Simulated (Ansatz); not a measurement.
# CH₃SSi− (SMILES [CH-]=[SiH]S): one structure at several levels

The atoms stand at a frame of a short trajectory. How far do the functionals agree with CCSD(T) there?

Method: single points in def2-TZVPPD; program: Ansatz 0.2.0, Gaussian basis.

Cores are frozen in the correlated methods.

## (1) Where the work starts

SMILES `[CH-]=[SiH]S`, 6 atoms, charge -1, spin multiplicity 1.

Atoms are counted from 1 here; the program's logs count them from 0.

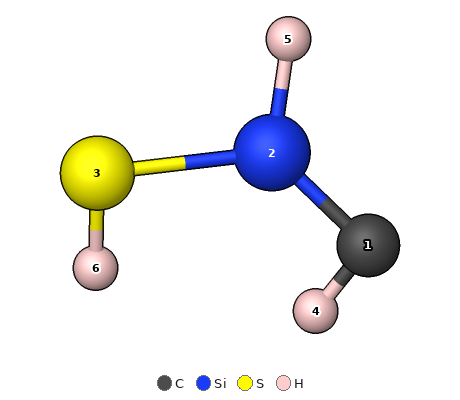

The starting geometry (carbon dark grey, silicon blue, sulfur yellow, hydrogen pink); atoms are numbered from 1 in the order of the file.

Coordinates:

```xyz
6
CH3SSi
C    -1.19087   -0.54252   -1.21222
Si   -0.24996    0.64431   -0.31986
S     1.39018    0.32630    1.30719
H    -1.13126   -1.38451   -0.42090
H    -0.13727    2.11632   -0.64491
H     0.84124   -0.87538    1.71187
```

## (2) PBE-D4/def2-TZVPPD

Input file run/in.yaml:

```yaml
crystal:
  periodic: [false, false, false]
  atoms:
    - {symbol: C, position_ang: [-1.190869, -0.542520, -1.212218]}
    - {symbol: Si, position_ang: [-0.249963, 0.644313, -0.319859]}
    - {symbol: S, position_ang: [1.390176, 0.326298, 1.307188]}
    - {symbol: H, position_ang: [-1.131264, -1.384514, -0.420895]}
    - {symbol: H, position_ang: [-0.137270, 2.116325, -0.644908]}
    - {symbol: H, position_ang: [0.841239, -0.875378, 1.711869]}
basis:
  gaussian: {orbitals: "def2-TZVPPD.json"}
total_charge: -1
hamiltonian: {xc: pbe, dispersion: d4}
output: {forces: true}
```

The basis file named in the input lies beside it (Basis Set Exchange, JSON).

Run with:

```bash
ansatz run in.yaml --threads 2 --pin off --events-out ev --progress --plain --max-ram 3481MiB
```

## (3) r2SCAN-D4/def2-TZVPPD

Changes to run/in.yaml since step 2:

```diff
@@ -12,3 +12,3 @@
 total_charge: -1
-hamiltonian: {xc: pbe, dispersion: d4}
+hamiltonian: {xc: r2scan, dispersion: d4}
 output: {forces: true}
```

## (4) PBE0-D4/def2-TZVPPD

Changes to run/in.yaml since step 3:

```diff
@@ -12,3 +12,3 @@
 total_charge: -1
-hamiltonian: {xc: r2scan, dispersion: d4}
-output: {forces: true}
+hamiltonian: {xc: pbe0, dispersion: d4}
+output: {forces: true, orbitals: {seedname: orbitals}}
```

## (5) wB97M-V/def2-TZVPPD

Changes to run/in.yaml since step 4:

```diff
@@ -12,3 +12,3 @@
 total_charge: -1
-hamiltonian: {xc: pbe0, dispersion: d4}
-output: {forces: true, orbitals: {seedname: orbitals}}
+hamiltonian: {xc: {name: wB97M-V}}
+output: {forces: true}
```

## (6) CCSD(T)/def2-TZVPPD

Changes to run/in.yaml since step 5:

```diff
@@ -12,3 +12,3 @@
 total_charge: -1
-hamiltonian: {xc: {name: wB97M-V}}
+correlation: {method: ccsd_t}
 output: {forces: true}
```

(Steps that only read results are left out.)

Q: Predict the outcome of this session. Wanted: RMS force component; RMS force error; HOMO and LUMO, PBE0-D4; T1 diagnostic.

As calculated:

| quantity | value |
| --- | --- |
| RMS force component | 0.518 to 0.752 eV/Å over the methods |
| RMS force error | PBE-D4 0.172, r2SCAN-D4 0.152, PBE0-D4 0.188, wB97M-V 0.258 eV/Å |
| HOMO and LUMO, PBE0-D4 | -0.56 and 3.13 eV |
| T1 diagnostic | 0.025 |

In words: The forces of r2SCAN-D4 come nearest to CCSD(T), those of wB97M-V are farthest. Frozen-core CCSD(T) forces in triple zeta carry basis errors of their own, and this is one geometry, so small gaps rank nothing. The restricted Hartree–Fock reference is unstable towards an unrestricted one at one or more of these structures.
